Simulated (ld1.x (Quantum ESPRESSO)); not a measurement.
# An ultrasoft potential for Ru, from input to tests, part 2 of 2

Aim: build the potential from the settings below, then test how well it stands in for the atom: other configurations, scattering, ghost states and the plane-wave cutoff that it needs.

ld1.x (Quantum ESPRESSO) 7.5; PBEsol, scalar-relativistic. The steps go on from the part before.

### 3 Configuration tests

Contents of Ru.test.in:

```
 &input
   title='Ru', zed=44., rel=1, dft='PBESOL', iswitch=2,
   config='[Kr] 4d6 5s2 5p0'
 /
 &test
   file_pseudo='Ru.UPF', nconf=8,
   configts(1)='4s2 4p6 4d6 5s2 5p0',
   configts(2)='4s2 4p6 4d7 5s1 5p0',
   configts(3)='4s2 4p6 4d7 5s0 5p0',
   configts(4)='4s2 4p6 4d6 5s0 5p0',
   configts(5)='4s2 4p6 4d6 5s1 5p0',
   configts(6)='4s2 4p6 4d4 5s0 5p0',
   configts(7)='4s1 4p6 4d7 5s1 5p0',
   configts(8)='4s2 4p5 4d7 5s1 5p0'
 /
```

Command:

```bash
$ ld1.x < Ru.test.in > Ru.test.out
```

Ru.test.out, the pseudopotential blocks, each with the warnings that came before it:

```text
     ---------------------- Testing the pseudopotential ----------------------

     Ru
     scalar relativistic calculation

     atomic number is 44.00   valence charge is 16.00
     dft =PBESOL   lsd =0 sic =0 latt =0  beta=0.20 tr2=1.0E-14
     mesh =1233 r(mesh) = 101.06970 xmin = -7.00 dx = 0.01250

     n l     nl             e AE (Ry)        e PS (Ry)    De AE-PS (Ry)
     1 0     4S   1( 2.00)       -5.85305       -5.85304       -0.00002
     2 1     4P   1( 6.00)       -3.64181       -3.64180       -0.00001
     3 2     4D   1( 6.00)       -0.56417       -0.56417        0.00000
     2 0     5S   1( 2.00)       -0.38422       -0.38422       -0.00001
     3 1     5P   1( 0.00)       -0.09814       -0.09814       -0.00000

     eps = 4.7E-15  iter =  8

     Etot =   -9056.746930 Ry,   -4528.373465 Ha, -123223.319419 eV
     Etotps =  -262.336832 Ry,    -131.168416 Ha,   -3569.274427 eV

     Ekin =      49.821657 Ry,      24.910829 Ha,     677.858178 eV
     Encl =    -453.775883 Ry,    -226.887941 Ha,   -6173.935406 eV
     Ehrt =     161.279122 Ry,      80.639561 Ha,    2194.314236 eV
     Ecxc =     -93.570863 Ry,     -46.785431 Ha,   -1273.096443 eV
     (Ecc =     -68.131487 Ry,     -34.065743 Ha,    -926.976102 eV)
     Epseu=      73.909135 Ry,      36.954567 Ha,    1005.585008 eV

     ---------------------- End of pseudopotential test ----------------------

     Warning: n=2, l=1 expected 0 nodes, found 1
     Warning: n=3, l=1 expected 1 nodes, found 2
     ---------------------- Testing the pseudopotential ----------------------

     Ru
     scalar relativistic calculation

     atomic number is 44.00   valence charge is 16.00
     dft =PBESOL   lsd =0 sic =0 latt =0  beta=0.20 tr2=1.0E-14
     mesh =1233 r(mesh) = 101.06970 xmin = -7.00 dx = 0.01250

     n l     nl             e AE (Ry)        e PS (Ry)    De AE-PS (Ry)
     1 0     4S   1( 2.00)       -5.60902       -5.61235        0.00333
     2 1     4P   1( 6.00)       -3.40883       -3.41029        0.00146
     3 2     4D   1( 7.00)       -0.38341       -0.38249       -0.00092
     2 0     5S   1( 1.00)       -0.31370       -0.31424        0.00054
     3 1     5P   1( 0.00)       -0.06357       -0.06357        0.00000

     eps = 5.2E-15  iter = 16

     Etot =   -9056.870064 Ry,   -4528.435032 Ha, -123224.994752 eV
     Etotps =  -262.458934 Ry,    -131.229467 Ha,   -3570.935707 eV
     dEtot_ae =      -0.123135 Ry
     dEtot_ps =      -0.122102 Ry,   Delta E=      -0.001033 Ry

     Ekin =      50.306464 Ry,      25.153232 Ha,     684.454310 eV
     Encl =    -457.631177 Ry,    -228.815588 Ha,   -6226.389354 eV
     Ehrt =     164.555032 Ry,      82.277516 Ha,    2238.885271 eV
     Ecxc =     -93.863296 Ry,     -46.931648 Ha,   -1277.075204 eV
     (Ecc =     -68.131487 Ry,     -34.065743 Ha,    -926.976102 eV)
     Epseu=      74.174043 Ry,      37.087022 Ha,    1009.189270 eV

     ---------------------- End of pseudopotential test ----------------------

     ---------------------- Testing the pseudopotential ----------------------

     Ru
     scalar relativistic calculation

     atomic number is 44.00   valence charge is 16.00
     dft =PBESOL   lsd =0 sic =0 latt =0  beta=0.20 tr2=1.0E-14
     mesh =1233 r(mesh) = 101.06970 xmin = -7.00 dx = 0.01250

     n l     nl             e AE (Ry)        e PS (Ry)    De AE-PS (Ry)
     1 0     4S   1( 2.00)       -6.15206       -6.15857        0.00651  !
     2 1     4P   1( 6.00)       -3.95459       -3.95804        0.00345
     3 2     4D   1( 7.00)       -0.92212       -0.92154       -0.00058
     2 0     5S   1( 0.00)       -0.76879       -0.77045        0.00166
     3 1     5P   1( 0.00)       -0.44196       -0.44184       -0.00012

     eps = 2.9E-15  iter = 15

     Etot =   -9056.333607 Ry,   -4528.166804 Ha, -123217.695881 eV
     Etotps =  -261.921346 Ry,    -130.960673 Ha,   -3563.621450 eV
     dEtot_ae =       0.413322 Ry
     dEtot_ps =       0.415486 Ry,   Delta E=      -0.002164 Ry

     Ekin =      49.786532 Ry,      24.893266 Ha,     677.380275 eV
     Encl =    -448.846989 Ry,    -224.423495 Ha,   -6106.874398 eV
     Ehrt =     156.090538 Ry,      78.045269 Ha,    2123.719957 eV
     Ecxc =     -93.544831 Ry,     -46.772415 Ha,   -1272.742258 eV
     (Ecc =     -68.131487 Ry,     -34.065743 Ha,    -926.976102 eV)
     Epseu=      74.593405 Ry,      37.296702 Ha,    1014.894974 eV

     ---------------------- End of pseudopotential test ----------------------

     ---------------------- Testing the pseudopotential ----------------------

     Ru
     scalar relativistic calculation

     atomic number is 44.00   valence charge is 16.00
     dft =PBESOL   lsd =0 sic =0 latt =0  beta=0.20 tr2=1.0E-14
     mesh =1233 r(mesh) = 101.06970 xmin = -7.00 dx = 0.01250

     n l     nl             e AE (Ry)        e PS (Ry)    De AE-PS (Ry)
     1 0     4S   1( 2.00)       -7.08712       -7.09269        0.00557  !
     2 1     4P   1( 6.00)       -4.87726       -4.88073        0.00348
     3 2     4D   1( 6.00)       -1.77344       -1.77305       -0.00039
     2 0     5S   1( 0.00)       -1.39537       -1.39746        0.00209
     3 1     5P   1( 0.00)       -0.97839       -0.97921        0.00082

     eps = 5.9E-16  iter = 17

     Etot =   -9054.997085 Ry,   -4527.498543 Ha, -123199.511572 eV
     Etotps =  -260.585282 Ry,    -130.292641 Ha,   -3545.443378 eV
     dEtot_ae =       1.749844 Ry
     dEtot_ps =       1.751550 Ry,   Delta E=      -0.001705 Ry

     Ekin =      47.749112 Ry,      23.874556 Ha,     649.659764 eV
     Encl =    -433.701360 Ry,    -216.850680 Ha,   -5900.807609 eV
     Ehrt =     142.900144 Ry,      71.450072 Ha,    1944.255501 eV
     Ecxc =     -92.754102 Ry,     -46.377051 Ha,   -1261.983846 eV
     (Ecc =     -68.131487 Ry,     -34.065743 Ha,    -926.976102 eV)
     Epseu=      75.220924 Ry,      37.610462 Ha,    1023.432812 eV

     ---------------------- End of pseudopotential test ----------------------

     ---------------------- Testing the pseudopotential ----------------------

     Ru
     scalar relativistic calculation

     atomic number is 44.00   valence charge is 16.00
     dft =PBESOL   lsd =0 sic =0 latt =0  beta=0.20 tr2=1.0E-14
     mesh =1233 r(mesh) = 101.06970 xmin = -7.00 dx = 0.01250

     n l     nl             e AE (Ry)        e PS (Ry)    De AE-PS (Ry)
     1 0     4S   1( 2.00)       -6.43023       -6.43217        0.00194
     2 1     4P   1( 6.00)       -4.22012       -4.22129        0.00118
     3 2     4D   1( 6.00)       -1.13335       -1.13304       -0.00031
     2 0     5S   1( 1.00)       -0.86789       -0.86844        0.00055
     3 1     5P   1( 0.00)       -0.51188       -0.51191        0.00004

     eps = 1.6E-15  iter = 16

     Etot =   -9056.125560 Ry,   -4528.062780 Ha, -123214.865249 eV
     Etotps =  -261.715152 Ry,    -130.857576 Ha,   -3560.816046 eV
     dEtot_ae =       0.621370 Ry
     dEtot_ps =       0.621680 Ry,   Delta E=      -0.000310 Ry

     Ekin =      49.139693 Ry,      24.569846 Ha,     668.579582 eV
     Encl =    -444.427114 Ry,    -222.213557 Ha,   -6046.738929 eV
     Ehrt =     152.394957 Ry,      76.197478 Ha,    2073.439016 eV
     Ecxc =     -93.176805 Ry,     -46.588403 Ha,   -1267.735019 eV
     (Ecc =     -68.131487 Ry,     -34.065743 Ha,    -926.976102 eV)
     Epseu=      74.354117 Ry,      37.177059 Ha,    1011.639305 eV

     ---------------------- End of pseudopotential test ----------------------

     BEWARE! Errors in PS-KS equations
     Warning: n=1, l=0 expected 0 nodes, found 1
     Warning: n=2, l=0 expected 1 nodes, found 2
     Warning: n=3, l=2 expected 0 nodes, found 1
     ---------------------- Testing the pseudopotential ----------------------

     Ru
     scalar relativistic calculation

     atomic number is 44.00   valence charge is 16.00
     dft =PBESOL   lsd =0 sic =0 latt =0  beta=0.20 tr2=1.0E-14
     mesh =1233 r(mesh) = 101.06970 xmin = -7.00 dx = 0.01250

     n l     nl             e AE (Ry)        e PS (Ry)    De AE-PS (Ry)
     1 0     4S   1( 2.00)       -9.33368       -9.40345        0.06978  !
     2 1     4P   1( 6.00)       -7.08100      -10.04157        2.96057  !
     3 2     4D   1( 4.00)       -3.81116       -6.43038        2.61923  !
     2 0     5S   1( 0.00)       -2.87935       -2.87935        0.00000
     3 1     5P   1( 0.00)       -2.30668       -2.30668        0.00000

     eps = 3.0E-15  iter = 34

     Etot =   -9049.477447 Ry,   -4524.738724 Ha, -123124.413071 eV
     Etotps =  -252.175803 Ry,    -126.087902 Ha,   -3431.026591 eV
     dEtot_ae =       7.269482 Ry
     dEtot_ps =      10.161029 Ry,   Delta E=      -2.891546 Ry

     Ekin =      17.856817 Ry,       8.928409 Ha,     242.954378 eV
     Encl =    -337.752036 Ry,    -168.876018 Ha,   -4595.350560 eV
     Ehrt =      82.407787 Ry,      41.203893 Ha,    1121.215055 eV
     Ecxc =     -86.915709 Ry,     -43.457855 Ha,   -1182.548466 eV
     (Ecc =     -68.131487 Ry,     -34.065743 Ha,    -926.976102 eV)
     Epseu=      72.227339 Ry,      36.113669 Ha,     982.703003 eV

     ---------------------- End of pseudopotential test ----------------------

     BEWARE! Errors in PS-KS equations
     ---------------------- Testing the pseudopotential ----------------------

     Ru
     scalar relativistic calculation

     atomic number is 44.00   valence charge is 16.00
     dft =PBESOL   lsd =0 sic =0 latt =0  beta=0.20 tr2=1.0E-14
     mesh =1233 r(mesh) = 101.06970 xmin = -7.00 dx = 0.01250

     n l     nl             e AE (Ry)        e PS (Ry)    De AE-PS (Ry)
     1 0     4S   1( 1.00)       -6.57792       -8.19727        1.61935  !
     2 1     4P   1( 6.00)       -4.34975       -5.50515        1.15540  !
     3 2     4D   1( 7.00)       -1.21334       -2.19687        0.98353  !
     2 0     5S   1( 1.00)       -0.87911       -1.59519        0.71609  !
     3 1     5P   1( 0.00)       -0.51593       -0.45025       -0.06568  !

     eps = 3.7E-15  iter = 35

     Etot =   -9050.796285 Ry,   -4525.398142 Ha, -123142.356767 eV
     Etotps =  -257.382277 Ry,    -128.691138 Ha,   -3501.864276 eV
     dEtot_ae =       5.950645 Ry
     dEtot_ps =       4.954555 Ry,   Delta E=       0.996090 Ry

     Ekin =      47.579602 Ry,      23.789801 Ha,     647.353459 eV
     Encl =    -416.919138 Ry,    -208.459569 Ha,   -5672.473848 eV
     Ehrt =     135.426563 Ry,      67.713281 Ha,    1842.572254 eV
     Ecxc =     -91.385985 Ry,     -45.692993 Ha,   -1243.369673 eV
     (Ecc =     -68.131487 Ry,     -34.065743 Ha,    -926.976102 eV)
     Epseu=      67.916682 Ry,      33.958341 Ha,     924.053533 eV

     ---------------------- End of pseudopotential test ----------------------

     BEWARE! Errors in PS-KS equations
     ---------------------- Testing the pseudopotential ----------------------

     Ru
     scalar relativistic calculation

     atomic number is 44.00   valence charge is 16.00
     dft =PBESOL   lsd =0 sic =0 latt =0  beta=0.20 tr2=1.0E-14
     mesh =1233 r(mesh) = 101.06970 xmin = -7.00 dx = 0.01250

     n l     nl             e AE (Ry)        e PS (Ry)    De AE-PS (Ry)
     1 0     4S   1( 2.00)       -6.54753       -6.54753        0.00000
     2 1     4P   1( 5.00)       -4.32449       -6.71515        2.39066  !
     3 2     4D   1( 7.00)       -1.20050       -3.28671        2.08621  !
     2 0     5S   1( 1.00)       -0.87998       -2.39550        1.51552  !
     3 1     5P   1( 0.00)       -0.51688       -0.67194        0.15506  !

     eps = 4.9E-15  iter = 30

     Etot =   -9053.021886 Ry,   -4526.510943 Ha, -123172.637621 eV
     Etotps =  -256.177676 Ry,    -128.088838 Ha,   -3485.474841 eV
     dEtot_ae =       3.725043 Ry
     dEtot_ps =       6.159156 Ry,   Delta E=      -2.434113 Ry

     Ekin =      47.665246 Ry,      23.832623 Ha,     648.518712 eV
     Encl =    -394.597149 Ry,    -197.298574 Ha,   -5368.767714 eV
     Ehrt =     120.004545 Ry,      60.002273 Ha,    1632.745013 eV
     Ecxc =     -90.065451 Ry,     -45.032725 Ha,   -1225.402886 eV
     (Ecc =     -68.131487 Ry,     -34.065743 Ha,    -926.976102 eV)
     Epseu=      60.815133 Ry,      30.407566 Ha,     827.432034 eV

     ---------------------- End of pseudopotential test ----------------------
```

3 tests gave no usable energy difference (4s2 4p6 4d4 5s0 5p0; 4s1 4p6 4d7 5s1 5p0; 4s2 4p5 4d7 5s1 5p0).

Energies count from the reference configuration 4s2 4p6 4d6 5s2 5p0; the error is all-electron less pseudo. A star marks tests that logged a warning.

| valence configuration | charge | ΔE all-electron (eV) | error AE − PS (meV) |
| --- | --- | --- | --- |
| 4s2 4p6 4d7 5s1 5p0 * | 0 | -1.675 | -14 |
| 4s2 4p6 4d7 5s0 5p0 | +1 | 5.624 | -29 |
| 4s2 4p6 4d6 5s0 5p0 | +2 | 23.808 | -23 |
| 4s2 4p6 4d6 5s1 5p0 | +1 | 8.454 | -4.2 |

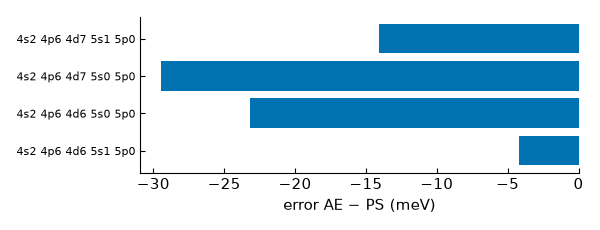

Error of the potential in each test configuration.

### 4 Does it scatter like the atom?

Taken from the files of the generation run. The phase is arctan(r·u′/u) with u = r·R, unwrapped, with energies in Ry. A pole is an energy at which the radial function vanishes at the test radius. The pseudo phase is shifted by a multiple of π to meet the all-electron one at the reference energy. Levels narrower than the energy grid can be missing from the poles. The last column is the largest difference on the grid between −1 and +1 Ry.

| channel | radius (bohr) | reference (Ry) | poles AE | poles PS | window around the reference with phases within 0.05 rad (Ry) | largest difference near zero (rad) |
| --- | --- | --- | --- | --- | --- | --- |
| s | 2.55 | -0.38 | -5.83, 2.42 | -5.83, -4.82, 2.53 | -4.8 to 5.0 | 0.004 |
| p | 2.55 | -0.10 | -3.57, 3.73 | -3.57, 2.93 | below 2.4 | 0.031 |
| d | 2.55 | -0.56 | -0.18 | -0.18 | the whole range | 0.000 |

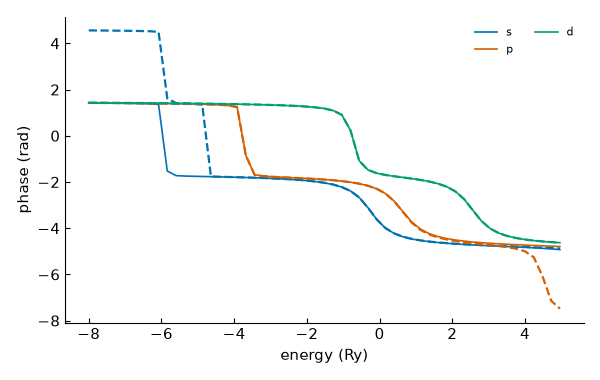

Phases by channel: all-electron solid, pseudo dashed.

### 5 Plane-wave convergence, by spherical Bessel functions

This step uses the generator's waves and projectors in a separate script. Basis: spherical Bessel functions vanishing at 20 bohr, q² up to the cutoff; potential fixed at the reference.

All-electron valence levels (Ry): 4s -5.8530, 5s -0.3842, 4p -3.6418, 5p -0.0981, 4d -0.5642. The lowest levels of each channel (Ry) by cutoff; the last column sums, over occupied levels, occupation times the distance from the level at 400 Ry. A positive value at high cutoff is not a bound level.

```csv
cutoff (Ry),s #1,s #2,s #3,p #1,p #2,d #1,f #1,Σ f·Δε (mRy)
8,-5.6940,-0.3091,0.0136,-3.4224,-0.0962,0.0175,0.1102,5275.6
18,-5.8517,-0.3702,0.0077,-3.6413,-0.0981,-0.2492,0.1102,1924.4
35,-5.8530,-0.3840,0.0066,-3.6418,-0.0981,-0.5130,0.1102,308.2
50,-5.8530,-0.3843,0.0065,-3.6418,-0.0981,-0.5605,0.1102,22.9
55,-5.8531,-0.7572,-0.3842,-3.6418,-0.0981,-0.5626,0.1102,10.0
80,-5.8531,-3.9714,-0.3842,-3.6418,-0.0981,-0.5640,0.1102,1.8
100,-5.8531,-4.6058,-0.3842,-3.6418,-0.0981,-0.5641,0.1102,0.7
120,-5.8531,-4.7623,-0.3842,-3.6418,-0.0981,-0.5642,0.1102,0.2
400,-5.8531,-4.8213,-0.3842,-3.6418,-0.0981,-0.5643,0.1102,0.0
```

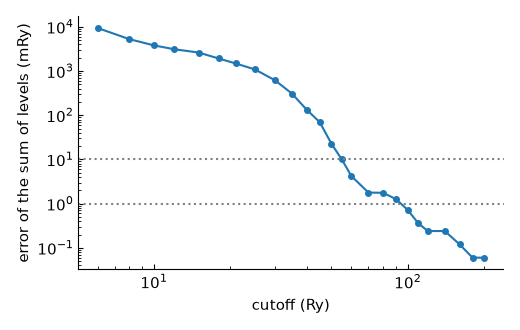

Occupation-weighted error of the valence levels against the cutoff; the dotted lines mark 10 and 1 mRy.

The sum stays within 10 mRy from 55 Ry and within 1 mRy from 100 Ry. The sum leaves out empty levels, which can need more. Ghost test: ghost state, bound below the all-electron valence or empty levels of the same l: s at -65.6 eV.

### 6 Outcome

The summary covers parts 1 to 2.

| quantity | value |
| --- | --- |
| cutoffs for 10 and 1 mRy, occupied levels | 55 Ry and 100 Ry |
| bound ghosts | s at -65.60 eV |
| largest test error (AE − PS) | -29 meV, for 4s2 4p6 4d7 5s0 5p0 (3 tests unsolved) |
| largest phase difference near zero energy, channels read | 0.031 rad |
| lowest eigenvalue of the overlap (Bessel basis) | 0.019 (s) |
| density cutoff estimated by the generator | 358 Ry |

What this shows: A bound ghost (s) makes it unfit for use: electrons can fall into a state that the atom doesn't have. The worst unpolarised test, 4s2 4p6 4d7 5s0 5p0, is off by 29 meV on 5.6 eV; by total energies transferability rates as fair where solved. Of the tests 3 gave no usable energy difference, which is a warning in itself. The potential is of middling hardness: the looser tolerance needs 55 Ry. The slowest occupied level is 4d: taken alone it needs 60 Ry to come within 1 mRy, against 35 Ry for 5s. Of the channels read, p scatters worst near zero energy, by up to 0.03 rad. The pseudo curves have a pole with no partner nearby in the atom's: s at -4.82 Ry. These are tests on the free atom; a crystal test is still owed.
